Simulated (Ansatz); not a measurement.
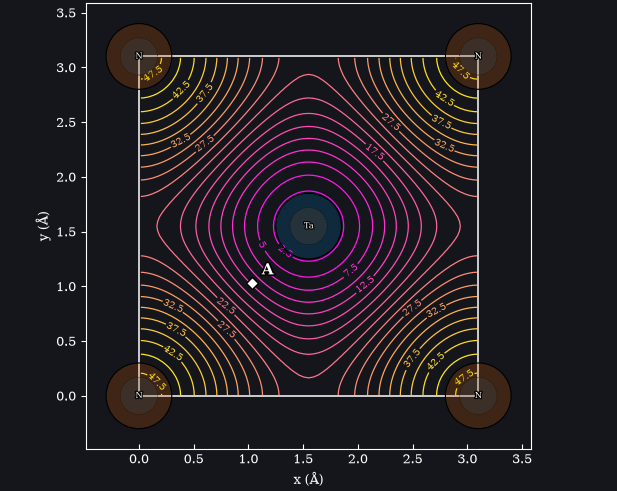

CO on a TaN(100) slab cut from the Fm-3m phase, its upper half relaxed before the scan (24 atoms of substrate and one adsorbate in a 2 × 2 cell). 
- CO (O end down) is moved over the surface cell at a fixed height above a rigid substrate; the origin of the map has the adsorbate above N21; the height is held at 3.00 Å.
- Places are given modulo a cell vector. The map is drawn in real space over the plane of the surface.
- The scan uses a 6 × 6 grid; 10 points were computed and 26 follow by symmetry.
- Places are given in fractions of the 1 × 1 surface cell.
- All energies are given in meV relative to the lowest grid point.
- At a fixed height the lowest place need not be the adsorption site.
- Method: Ansatz, DFT PBE+D3(BJ), scalar-relativistic, plane waves, PAW. Settings: cutoff 420 eV, k-mesh 5×5×1, gaussian smearing 0.1 eV, no spin polarisation.

The picture shows contour lines labelled in meV, labelled circles for the atoms of the top layer and small ones for the second layer, the outline of one cell of the plane, the point A. Between grid points the surface is interpolated.

Which way does the force act at A, and how strong is it?

Answer. A, at (2/6, 2/6) of the cell vectors, is not a stationary point. The computed force is 0.03 eV/Å in the plane, pointing up and right in the picture (components 0.021 and 0.021 eV/Å).

PAW datasets: the set soft_1.
